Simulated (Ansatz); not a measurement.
# BFH3Si2 (doublet): what the fields show

Input file:

```
basis:
  gaussian: {orbitals: def2-TZVPD}
crystal:
  periodic: [false, false, false]
  atoms:
    - {symbol: B, position_ang: [-2.143482, -0.409534, 0.583109]}
    - {symbol: F, position_ang: [-3.416670, -0.056602, 0.601544]}
    - {symbol: Si, position_ang: [-0.710605, 1.006609, 0.737757]}
    - {symbol: Si, position_ang: [-1.179141, 3.223581, 0.623379]}
    - {symbol: H, position_ang: [-1.893336, -1.594845, 0.511120]}
    - {symbol: H, position_ang: [0.642813, 0.501224, 0.343318]}
    - {symbol: H, position_ang: [-2.445332, 3.150365, 1.468686]}
magnetization: {spin_polarized: true, initial_magnetization: 1}
hamiltonian: {xc: {name: PBE0}}
output: {forces: true, orbitals: {seedname: orbitals}}
```

Launched as:

```sh
ansatz run input.yaml --threads 1 --pin off --max-ram 2610MiB --events-out events.jsonl --progress --plain --runs-dir runs
```

Geometry: PBE0-D3(BJ)/def2-SVP; ⟨S²⟩ = 0.84, above the pure value of 0.75.

Computed with isolated molecule in a Gaussian basis; Kohn-Sham density functional theory, functional PBE0 (Ansatz).

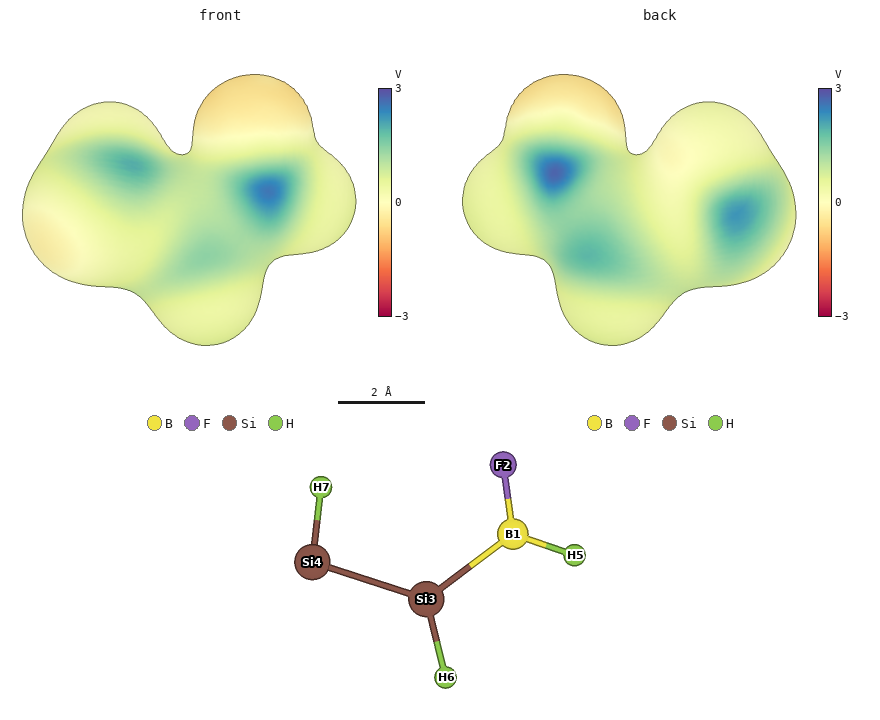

Figure 1. The electrostatic potential painted on the density surface at 0.004 e/bohr³, seen from the front and from behind; the colour scale runs from red (negative) to blue (positive). The bare structure is drawn below in the same view.

Which sites attract a positive test charge, and which a negative one?

A positive charge is drawn to the negative regions and a negative charge to the positive ones. The most negative region (about −0.6 V, or −14 kcal/mol for a unit charge) lies over F2, the most positive (about +2.5 V, or +58 kcal/mol for a unit charge) over B1.

What dipole moment does the calculation give?

Its dipole moment is 0.94 D.

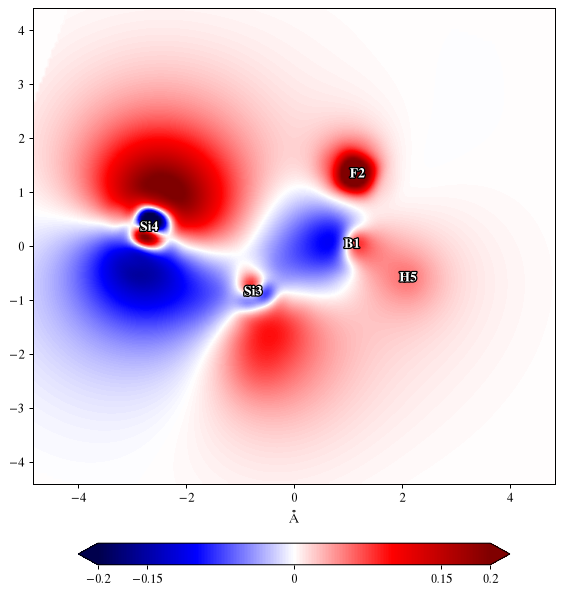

Figure 2. One frontier orbital on the plane of atoms B1, Si3 and Si4 (values in Å⁻³ᐟ²; the overall sign is arbitrary).

Which orbital is it: HOMO (α) or LUMO (α)?

The LUMO (α), at −2.99 eV. It lies mainly on Si4 (about 55 %), Si3 (about 20 %) and B1 (about 20 %).

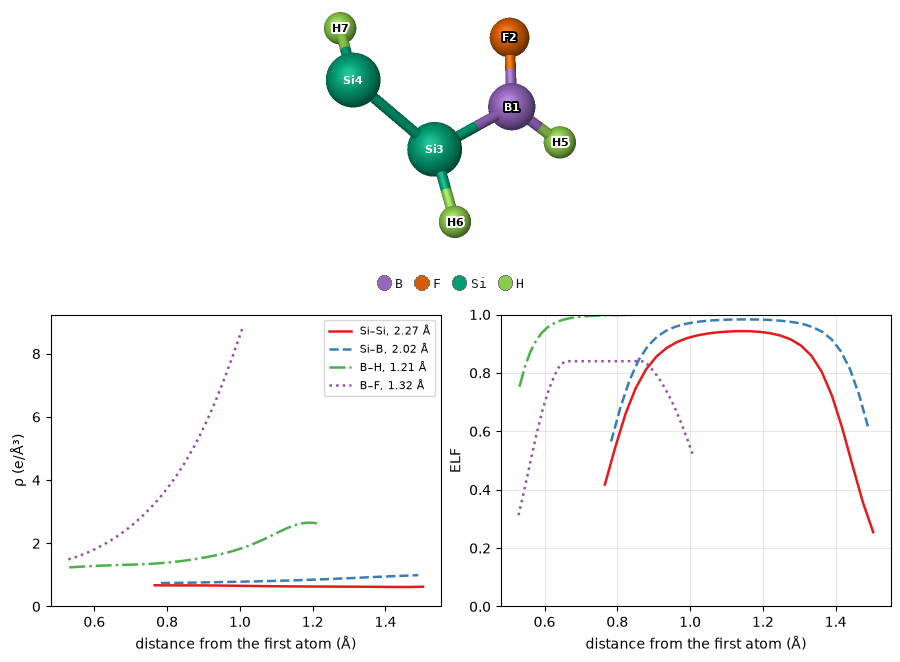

Figure 3. Electron density and electron localisation function along straight lines between neighbouring atoms. The curves leave out the atomic cores. The structure is drawn too.

What kind of bonding do the profiles show?

Si–Si (2.27 Å): ρ at the midpoint is about 0.64 e/Å³; the ELF peaks at about 0.95 between the atoms: localised, covalent bonding.
Si–B (2.02 Å): ρ at the midpoint is about 0.79 e/Å³; the ELF peaks at about 1 between the atoms: a covalent bond.
B–H (1.21 Å): the density is about 1.3 e/Å³ at the midpoint; the ELF climbs to about 1 towards the hydrogen, as it does in any bond to H; a covalent bond by its length.
B–F (1.32 Å): ρ is about 2.2 e/Å³ halfway; the ELF peaks at about 0.85 between the atoms (a shared but strongly polarised pair).

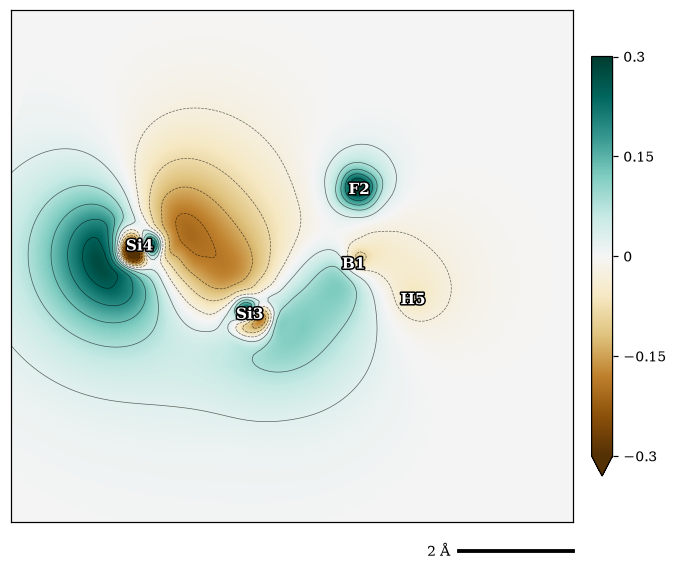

Figure 4. The LUMO (β) on the plane of atoms B1, Si3 and Si4 (values in Å⁻³ᐟ²; the overall sign is arbitrary).

Where does this orbital lie, and at what energy?

It lies mainly on Si3 (about 40 %), Si4 (about 40 %) and B1 (about 10 %). Its energy is −3.85 eV.
